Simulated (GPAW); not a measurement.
## Work function of Si/W(100) at several levels

Aim: the work function of both faces of Si/W(100), and its spread over functionals and bases.

Method: GPAW, PAW setups; slab in vacuum, relaxation, in the first sound run; inputs show where later runs differ, in GPAW 26.7.0.

## 1. Starting point

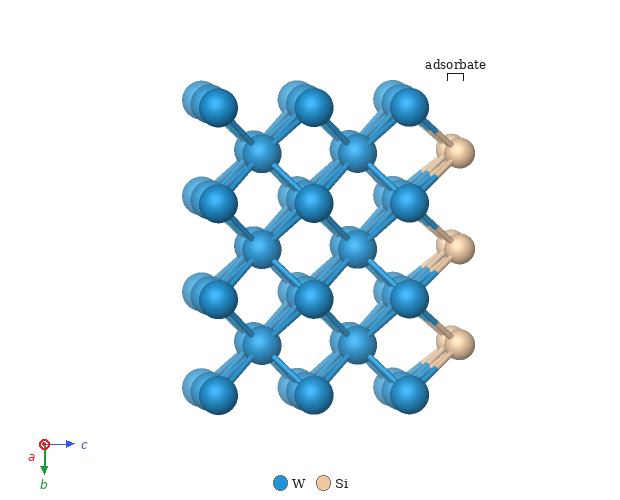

Start, viewed from the side, with the c axis across the page; tungsten blue, silicon light orange. 2×3×1 cells are drawn. Some periodic images of atoms are drawn too.

The cell holds 6 atoms: 5 W and 1 Si. Cell: a = 3.160 Å, b = 3.160 Å, c = 22.116 Å, α = 90.0°, β = 90.0°, γ = 90.0°. Vacuum lies along c.

Structure file:

```cif
data_structure
_symmetry_space_group_name_H-M 'P 1'
_symmetry_Int_Tables_number 1
_cell_length_a 3.1600
_cell_length_b 3.1600
_cell_length_c 22.1156
_cell_angle_alpha 90.000
_cell_angle_beta 90.000
_cell_angle_gamma 90.000
_cell_volume 220.84
loop_
_atom_site_label
_atom_site_type_symbol
_atom_site_fract_x
_atom_site_fract_y
_atom_site_fract_z
_atom_site_occupancy
W1 W 0.00000 0.00000 0.31652 1
W2 W 0.50000 0.50000 0.38796 1
W3 W 0.00000 0.00000 0.45941 1
W4 W 0.50000 0.50000 0.53085 1
W5 W 0.00000 0.00000 0.60229 1
Si6 Si 0.50000 0.50000 0.68348 1
```

## 2. Relaxation

Forces are removed first; all later runs use this geometry. The lowest 3 atoms are held at bulk positions and keep their forces.

The input, run.py:

```python
import json
import numpy as np
from ase import Atoms
from ase.constraints import FixAtoms
from ase.optimize import BFGS
from gpaw import GPAW, PW

slab = Atoms(
    ['W', 'W', 'W', 'W', 'W', 'Si'],
    positions=[
        [0.00000, 0.00000, 7.00000],
        [1.58000, 1.58000, 8.58000],
        [0.00000, 0.00000, 10.16000],
        [1.58000, 1.58000, 11.74000],
        [0.00000, 0.00000, 13.32000],
        [1.58000, 1.58000, 15.11556]],
    cell=[[3.16, 0.0, 0.0], [0.0, 3.16, 0.0], [0.0, 0.0, 22.11556]],
    pbc=[True, True, False])

slab.calc = GPAW(mode=PW(400), xc='PBE', kpts={'size': (10, 10, 1), 'gamma': True},
                 occupations={'name': 'fermi-dirac', 'width': 0.1}, nbands='200%',
                 convergence={'density': 1e-05}, maxiter=200,
                 poissonsolver={'dipolelayer': 'xy'},
                 symmetry={'tolerance': 1e-3, 'extra_ids': [1, 1, 1, 0, 0, 0]}, txt='slab.txt')
result = {}
slab.set_constraint(FixAtoms([0, 1, 2]))
path = []
opt = BFGS(slab, maxstep=0.2)
opt.attach(lambda: path.append((slab.get_potential_energy(), slab.positions.tolist(), slab.get_forces().tolist())))
result['relaxed'] = bool(opt.run(fmax=0.03, steps=40))
result['path'] = path
energy = slab.get_potential_energy()
fermi = slab.calc.get_fermi_level()
v = slab.calc.get_electrostatic_potential().mean((0, 1)) - fermi
n = slab.calc.get_pseudo_density().mean((0, 1))
L = slab.cell[2, 2]
z = np.arange(len(v)) * L / len(v)
low, high = slab.positions[:, 2].min(), slab.positions[:, 2].max()
below, above = np.interp([low - 4.8, high + 4.8], z, v)
slopes = [np.interp(x, z, np.gradient(v, z)) for x in (low - 4.8, high + 4.8)]
eps = np.array([[slab.calc.get_eigenvalues(k, s) for k in range(len(slab.calc.get_ibz_k_points()))]
                for s in range(slab.calc.get_number_of_spins())]) - fermi
top, bottom = eps[eps < 0].max(), eps[eps > 0].min()
dipole = slab.get_dipole_moment()[2]
print(f'energy {energy:.4f} eV, Fermi level {fermi:.4f} eV, dipole {dipole:.5f} e A')
print(f'potential 4.8 A off the faces, from the Fermi level: lower {below:.4f} eV, upper {above:.4f} eV')
print(f'slope of the potential there: lower {slopes[0]:.5f}, upper {slopes[1]:.5f} eV/A')
print(f'nearest levels on the mesh: {top:.4f} and {bottom:.4f} eV')
print('magnetic moment', round(slab.get_magnetic_moment(), 3))
result.update(energy=energy, fermi=fermi, dipole=dipole, below=below, above=above, slopes=slopes, edges=[top, bottom],
              z=z.tolist(), v=v.tolist(), n=n.tolist(), positions=slab.positions.tolist(),
              forces=slab.get_forces(apply_constraint=False).tolist(), moments=slab.get_magnetic_moments().tolist())
json.dump(result, open('result.json', 'w'))
```

Started as:

```sh
OMP_NUM_THREADS=1 OPENBLAS_NUM_THREADS=1 python run.py
```

What it wrote:

```text
Step          Energy          fmax
BFGS:    0      -59.087010        1.613614
BFGS:    1      -59.151365        1.612668
BFGS:    2      -59.522589        1.085863
BFGS:    3      -59.565939        1.668746
BFGS:    4      -59.603165        1.010561
BFGS:    5      -59.629942        0.537212
BFGS:    6      -59.655469        0.477062
BFGS:    7      -59.665012        0.626593
BFGS:    8      -59.681157        0.721609
BFGS:    9      -59.701799        0.604214
BFGS:   10      -59.715336        0.235632
BFGS:   11      -59.718271        0.041623
BFGS:   12      -59.718455        0.002093
energy -59.6205 eV, Fermi level 3.4036 eV, dipole -0.00474 e A
potential 4.8 A off the faces, from the Fermi level: lower 4.2725 eV, upper 4.3612 eV
slope of the potential there: lower -0.00229, upper 0.00024 eV/A
nearest levels on the mesh: -0.0038 and 0.0092 eV
magnetic moment 0.0
```

The job ended after 38 min (1 thread of Intel Xeon Platinum 8259CL at 2.50GHz (Skylake/Cascade Lake), shared host; peak memory 0.3 GiB).

Relaxation path:

```
step  energy less that of the first step (eV)  largest force (eV/Å)
   1                                   0.0000                1.6136
   2                                  -0.0651                1.6127
   3                                  -0.4378                1.0859
   4                                  -0.4831                1.6687
   5                                  -0.5197                1.0106
   6                                  -0.5466                0.5372
   7                                  -0.5724                0.4771
   8                                  -0.5821                0.6266
   9                                  -0.5981                0.7216
  10                                  -0.6185                0.6042
  11                                  -0.6323                0.2356
  12                                  -0.6355                0.0416
  13                                  -0.6357                0.0021
```

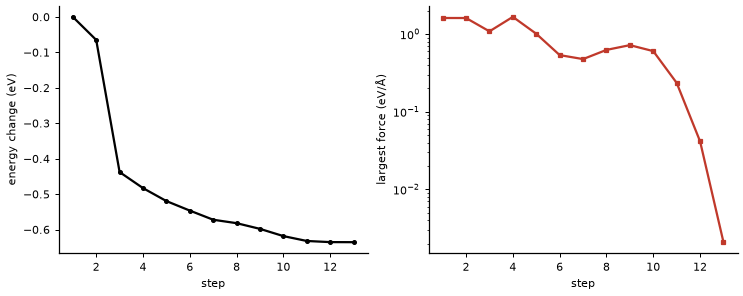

Energy and largest force along the relaxation.

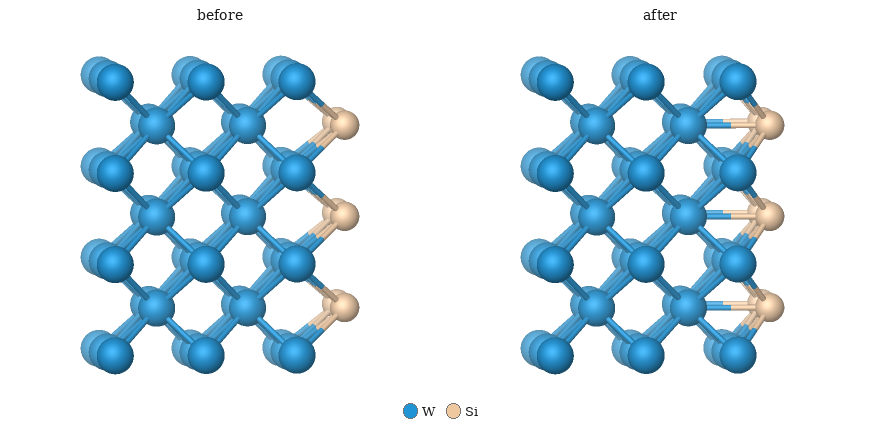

Before and after, at one scale.

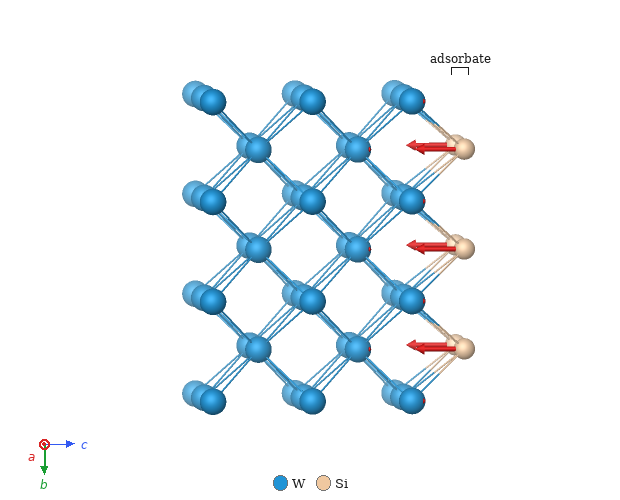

Displacements in the relaxation, exaggerated; the longest in the cell stands for 0.52 Å. 2×3×1 cells are drawn. Some periodic images of atoms are drawn too.

The atoms that moved most (Å):

```
atom     dx     dy      dz  length
 Si6  0.000  0.000  -0.521   0.521
  W5  0.000  0.000   0.034   0.034
  W4  0.000  0.000   0.031   0.031
```

The relaxed structure:

```
W Si
1.0
     3.16000    0.00000    0.00000
     0.00000    3.16000    0.00000
     0.00000    0.00000   22.11556
W Si
5 1
Cartesian
  0.0000 0.0000 7.0000
  1.5800 1.5800 8.5800
  0.0000 0.0000 10.1600
  1.5800 1.5800 11.7714
  0.0000 0.0000 13.3539
  1.5800 1.5800 14.5949
```

Numbers from this step:

```
dipole along the normal                    : -0.004736 e·Å
levels nearest the Fermi level on the mesh : -0.003789, 0.009241 eV from the Fermi level
upper work function                        : 4.361 eV
lower work function                        : 4.273 eV
```

The electrostatic potential energy of an electron (without an applied field's), less the Fermi level, planar mean oscillates, so the rows of the table below give means over windows of 1.58 Å about each position, cut where the curve ends. Its maxima inside the range that stand out by 2 % of the span (Å: eV): 7.8: -8.57, 9.4: -9.09, 11.0: -8.59, 12.5: -8.96, 14.1: -11.8. Its minima: 7.1: -19.9, 8.6: -20.5, 10.1: -20.5, 11.8: -20.7, 13.4: -21.2, 14.5: -13.7.

Electrostatic potential energy of an electron (without an applied field's), less the Fermi level, planar mean against z; means over each step:

```
z (Å)  electrostatic potential energy of an electron (without an applied field's), less the Fermi level, planar mean (eV)
 0.79                                                                                                                4.28
 2.37                                                                                                                4.27
 3.95                                                                                                                4.19
 5.53                                                                                                                1.59
 7.11                                                                                                               -13.6
 8.69                                                                                                               -14.6
10.27                                                                                                               -14.5
11.85                                                                                                               -14.6
13.43                                                                                                               -15.6
15.01                                                                                                               -6.22
16.59                                                                                                                4.01
18.17                                                                                                                4.36
19.75                                                                                                                4.36
21.33                                                                                                                4.36
```

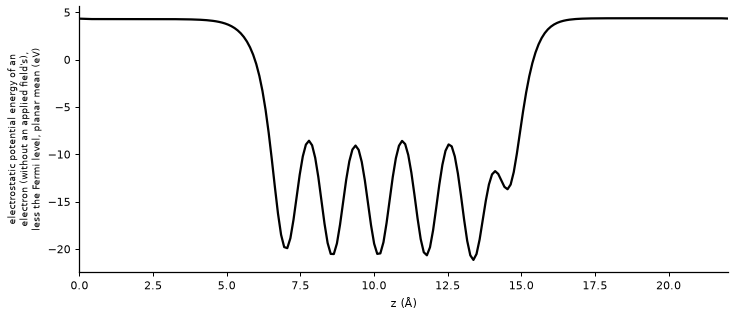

Electrostatic potential energy of an electron (without an applied field's), less the Fermi level, planar mean against z.

The pseudo valence density, planar mean oscillates, so the rows of the table below give means over windows of 1.58 Å about each position, cut where the curve ends. Its maxima inside the range that stand out by 2 % of the span (Å: e/Å³): 7.0: 1.33, 8.6: 1.35, 10.1: 1.36, 11.8: 1.37, 13.3: 1.35. Its minima: 7.8: 0.530, 9.3: 0.537, 11.0: 0.499, 12.6: 0.534.

Table of pseudo valence density, planar mean by z; means over each step:

```
z (Å)  pseudo valence density, planar mean (e/Å³)
 2.37                                      6.8e-5
 3.95                                     0.00234
 5.53                                      0.0808
 7.11                                       0.844
 8.69                                       0.885
10.27                                       0.882
11.85                                       0.882
13.43                                       0.889
15.01                                       0.210
16.59                                      0.0150
18.17                                      1.9e-4
19.75                                      2.1e-6
```

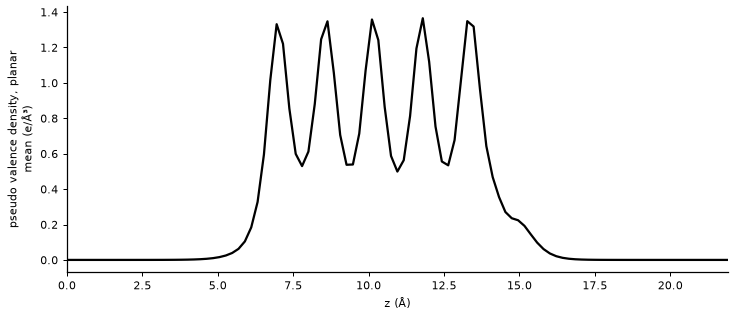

Pseudo valence density, planar mean against z.

The relaxation lowered the energy of the cell by 0.636 eV (energies extrapolated to zero smearing; the optimiser's log prints free energies). The largest force left on a free atom is 0.0021 eV/Å.

## 3. The slab's potential

The work function is the vacuum plateau of the electrostatic potential less the Fermi level; a dipole layer lets the two faces have plateaus of their own.

This step: GPAW, PAW setups; slab in vacuum (GPAW 26.7.0).

Edit run.py of step 2 so:

```diff
@@ -3,4 +3,2 @@
 from ase import Atoms
-from ase.constraints import FixAtoms
-from ase.optimize import BFGS
 from gpaw import GPAW, PW
@@ -13,5 +11,5 @@
         [0.00000, 0.00000, 10.16000],
-        [1.58000, 1.58000, 11.74000],
-        [0.00000, 0.00000, 13.32000],
-        [1.58000, 1.58000, 15.11556]],
+        [1.58000, 1.58000, 11.77137],
+        [0.00000, 0.00000, 13.35394],
+        [1.58000, 1.58000, 14.59486]],
     cell=[[3.16, 0.0, 0.0], [0.0, 3.16, 0.0], [0.0, 0.0, 22.11556]],
@@ -23,10 +21,4 @@
                  poissonsolver={'dipolelayer': 'xy'},
-                 symmetry={'tolerance': 1e-3, 'extra_ids': [1, 1, 1, 0, 0, 0]}, txt='slab.txt')
+                 symmetry={'tolerance': 1e-3}, txt='slab.txt')
 result = {}
-slab.set_constraint(FixAtoms([0, 1, 2]))
-path = []
-opt = BFGS(slab, maxstep=0.2)
-opt.attach(lambda: path.append((slab.get_potential_energy(), slab.positions.tolist(), slab.get_forces().tolist())))
-result['relaxed'] = bool(opt.run(fmax=0.03, steps=40))
-result['path'] = path
 energy = slab.get_potential_energy()
```

What it wrote:

```text
energy -59.6205 eV, Fermi level 3.4036 eV, dipole -0.00477 e A
potential 4.8 A off the faces, from the Fermi level: lower 4.2725 eV, upper 4.3613 eV
slope of the potential there: lower -0.00229, upper 0.00023 eV/A
nearest levels on the mesh: -0.0038 and 0.0092 eV
magnetic moment 0.0
```

Elapsed: 3.3 min, on 1 thread; peak memory 0.29 GiB.

Numbers from this step:

```yaml
dipole_along_the_normal: -0.004770 e·Å
levels_nearest_the_fermi_level_on_the_mesh: -0.003796, 0.009216 eV from the Fermi level
lower_work_function: 4.272 eV
```

The electrostatic potential energy of an electron (without an applied field's), less the Fermi level, planar mean oscillates, so the rows of the table below give means over windows of 1.58 Å about each position, cut where the curve ends. Its maxima inside the range that stand out by 2 % of the span (Å: eV): 7.8: -8.57, 9.4: -9.09, 11.0: -8.59, 12.5: -8.96, 14.1: -11.8. Its minima: 7.1: -19.9, 8.6: -20.5, 10.1: -20.5, 11.8: -20.7, 13.4: -21.2, 14.5: -13.7.

Electrostatic potential energy of an electron (without an applied field's), less the Fermi level, planar mean against z; means over each step:

(Unchanged from step 2.)

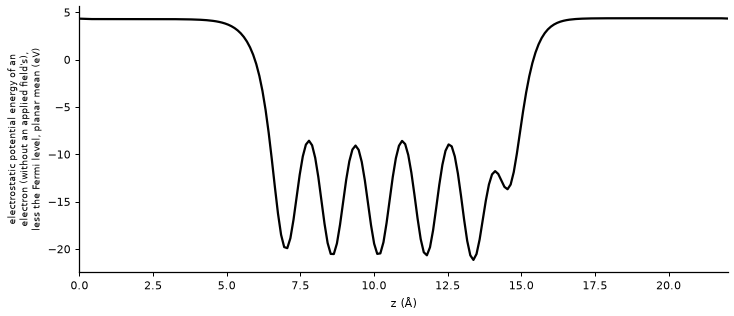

Electrostatic potential energy of an electron (without an applied field's), less the Fermi level, planar mean, plotted against z.

The pseudo valence density, planar mean oscillates, so the rows of the table below give means over windows of 1.58 Å about each position, cut where the curve ends. Its maxima inside the range that stand out by 2 % of the span (Å: e/Å³): 7.0: 1.33, 8.6: 1.35, 10.1: 1.36, 11.8: 1.37, 13.3: 1.35. Its minima: 7.8: 0.530, 9.3: 0.537, 11.0: 0.499, 12.6: 0.534.

Table of pseudo valence density, planar mean by z; means over each step:

(Unchanged from step 2.)

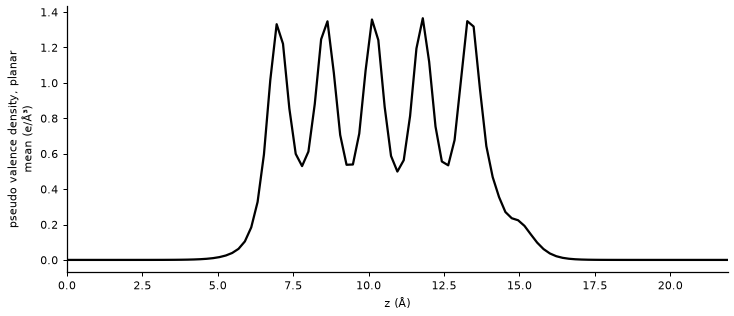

Pseudo valence density, planar mean against z.

Force by atom:

```
atom  x (eV/Å)  y (eV/Å)  z (eV/Å)  size
  W1      0.00      0.00      1.24  1.24
  W2      0.00      0.00     -1.21  1.21
  W3      0.00      0.00     -0.03  0.03
  W4      0.00      0.00      0.00  0.00
  W5      0.00      0.00      0.00  0.00
 Si6      0.00      0.00      0.00  0.00
```

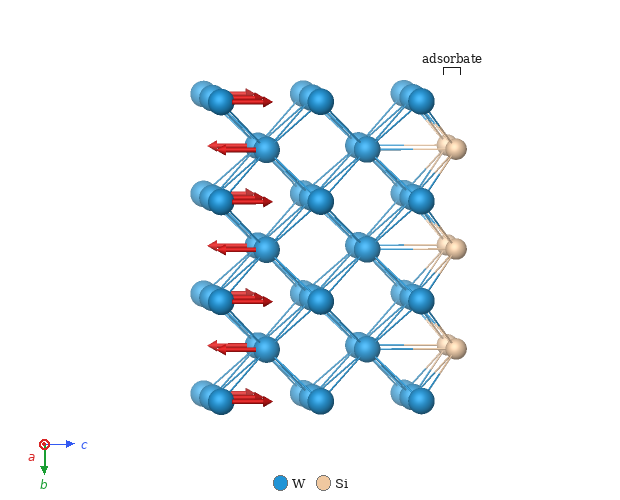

Force as arrows, the longest 1.24 eV/Å. 2×3×1 cells are drawn. Some periodic images of atoms are drawn too.

The potential is flat to 0.002 eV/Å where it is read, so the vacuum is wide enough.

## 4. OptPBE vdW: xc = "optPBE-vdW"

The same geometry under optPBE-vdW, to see how far the functional moves the levels against the vacuum (the van der Waals functionals take revPBE setups).

Edit run.py of step 3 so:

```diff
@@ -17,3 +17,3 @@
 
-slab.calc = GPAW(mode=PW(400), xc='PBE', kpts={'size': (10, 10, 1), 'gamma': True},
+slab.calc = GPAW(mode=PW(400), xc='optPBE-vdW', kpts={'size': (10, 10, 1), 'gamma': True},
                  occupations={'name': 'fermi-dirac', 'width': 0.1}, nbands='200%',
```

What it wrote:

```text
energy -148.0719 eV, Fermi level 3.3086 eV, dipole -0.00305 e A
potential 4.8 A off the faces, from the Fermi level: lower 4.4724 eV, upper 4.5307 eV
slope of the potential there: lower -0.00378, upper 0.00035 eV/A
nearest levels on the mesh: -0.0117 and 0.0148 eV
magnetic moment 0.0
```

Wall time 3.5 min (1 thread); peak memory 0.42 GiB.

Numbers from this step:

- dipole along the normal: -0.003054 e·Å
- levels nearest the Fermi level on the mesh: -0.01169, 0.01479 eV from the Fermi level
- upper work function: 4.531 eV
- lower work function: 4.472 eV

The electrostatic potential energy of an electron (without an applied field's), less the Fermi level, planar mean oscillates, so the rows of the table below give means over windows of 1.58 Å about each position, cut where the curve ends. Its maxima inside the range that stand out by 2 % of the span (Å: eV): 7.8: -8.58, 9.4: -9.09, 11.0: -8.60, 12.5: -8.97, 14.1: -11.8. Its minima: 7.1: -19.9, 8.6: -20.5, 10.1: -20.5, 11.8: -20.7, 13.4: -21.1, 14.5: -13.7.

Electrostatic potential energy of an electron (without an applied field's), less the Fermi level, planar mean against z; means over each step:

```
z (Å)  electrostatic potential energy of an electron (without an applied field's), less the Fermi level, planar mean (eV)
 0.79                                                                                                                4.48
 2.37                                                                                                                4.47
 3.95                                                                                                                4.37
 5.53                                                                                                                1.67
 7.11                                                                                                               -13.6
 8.69                                                                                                               -14.6
10.27                                                                                                               -14.5
11.85                                                                                                               -14.6
13.43                                                                                                               -15.6
15.01                                                                                                               -6.21
16.59                                                                                                                4.14
18.17                                                                                                                4.52
19.75                                                                                                                4.53
21.33                                                                                                                4.53
```

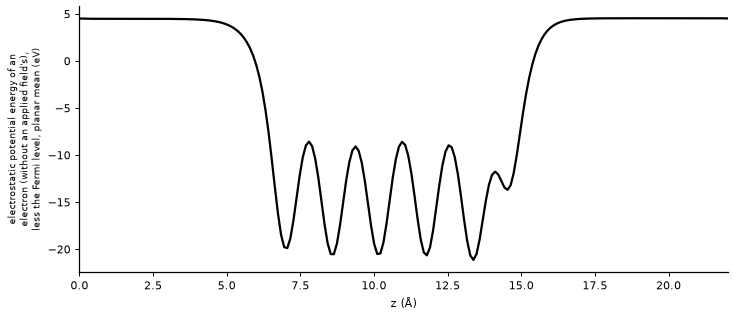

Electrostatic potential energy of an electron (without an applied field's), less the Fermi level, planar mean, plotted against z.

The pseudo valence density, planar mean oscillates, so the rows of the table below give means over windows of 1.58 Å about each position, cut where the curve ends. Its maxima inside the range that stand out by 2 % of the span (Å: e/Å³): 7.0: 1.33, 8.6: 1.35, 10.1: 1.36, 11.8: 1.37, 13.3: 1.35. Its minima: 7.8: 0.529, 9.3: 0.537, 11.0: 0.498, 12.6: 0.534.

The pseudo valence density, planar mean by z; means over each step:

```
z (Å)  pseudo valence density, planar mean (e/Å³)
 2.37                                      9.8e-5
 3.95                                     0.00253
 5.53                                      0.0807
 7.11                                       0.844
 8.69                                       0.885
10.27                                       0.882
11.85                                       0.882
13.43                                       0.889
15.01                                       0.209
16.59                                      0.0153
18.17                                      2.5e-4
19.75                                      3.3e-6
```

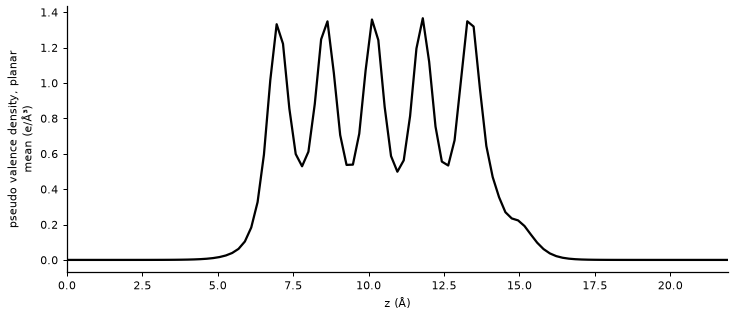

Pseudo valence density, planar mean against z.

Force by atom:

```
atom  x (eV/Å)  y (eV/Å)  z (eV/Å)  size
  W1      0.00      0.00      0.86  0.86
  W2      0.00      0.00     -1.23  1.23
  W3      0.00      0.00     -0.03  0.03
  W4      0.00      0.00     -0.03  0.03
  W5      0.00      0.00      0.11  0.11
 Si6      0.00      0.00      0.32  0.32
```

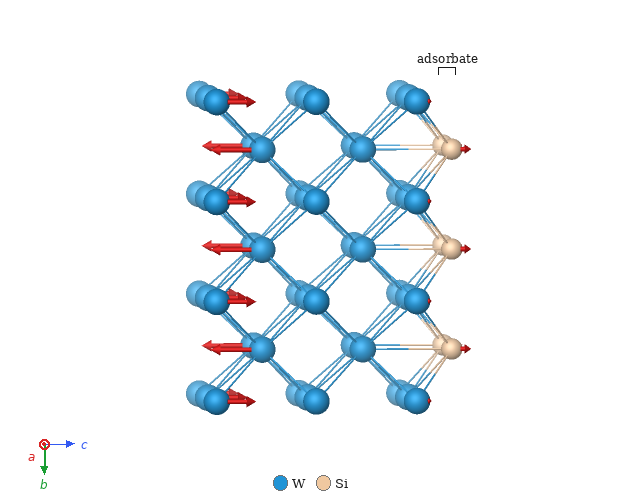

Force as arrows, the longest 1.23 eV/Å. 2×3×1 cells are drawn. Some periodic images of atoms are drawn too.

The upper face's work function is 4.531 eV, against 4.361 eV in the first plane-wave PBE run at this geometry.

(Part 1 of 3 ends here.)

[Logs are printed without paths, hosts, clocks, repeated set-up lines and the standing remarks that a program may print on its own settings, such as how far it seeks lower states.]

[Hosts, paths, dates, database ids (printed as entryN), source tags and the programs' standing remarks are cut or masked in the printed files.]
